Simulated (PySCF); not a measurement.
C3H3Cl, SMILES `ClC1C=C1`.

Computed with PySCF, TPSS/6-31G*, geometry: GFN2-xTB. No frequency check shows the geometry to be a minimum. GFN2-xTB bond lengths at metals and heavier atoms can be off by up to 0.1 Å and shapes distorted, which carries into these values.

Cartesian coordinates (Å):

```
Cl1     -1.3327    0.0001   -0.1328
C2       0.3074   -0.0005    0.5805
C3       1.4124   -0.6524   -0.1613
C4       1.4123    0.6527   -0.1608
H5       0.2281   -0.0008    1.6584
H6       1.8174   -1.5818   -0.4763
H7       1.8171    1.5824   -0.4751
```

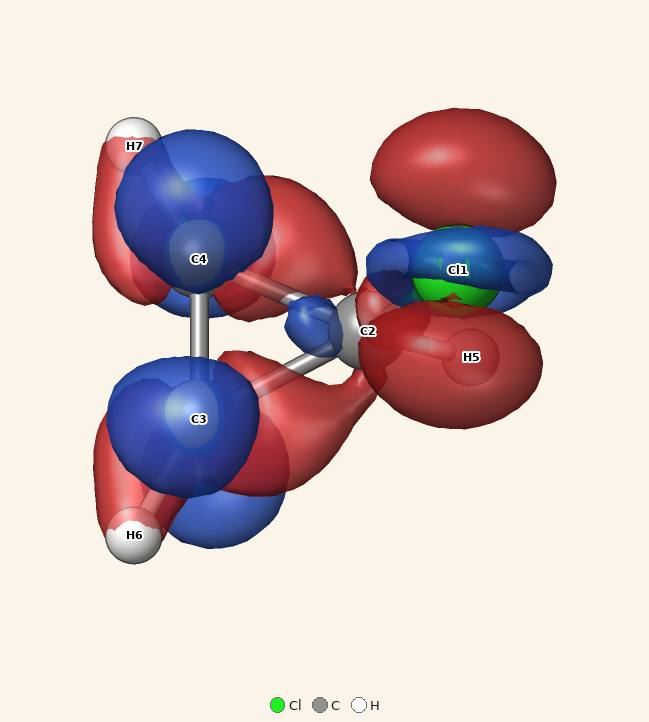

Dual descriptor f⁺ − f⁻ at ±0.05 e/Å³ (blue positive, red negative).

### Which atoms come out as electrophilic, and which as nucleophilic?

Electrophilic (positive): C3 and C4 (+0.14). Nucleophilic (negative): Cl1 (−0.31). f⁻ (Hirshfeld-condensed) is largest on Cl1 (0.47); the vertical ionisation energy is 9.85 eV. f⁺ (Hirshfeld-condensed) is largest on C3 and C4 (0.26 each) and Cl1 (0.15); the vertical electron affinity is −2.32 eV (the stability of the anion's solution wasn't checked; negative, but this basis has no diffuse functions, so it doesn't show that the anion is unbound).
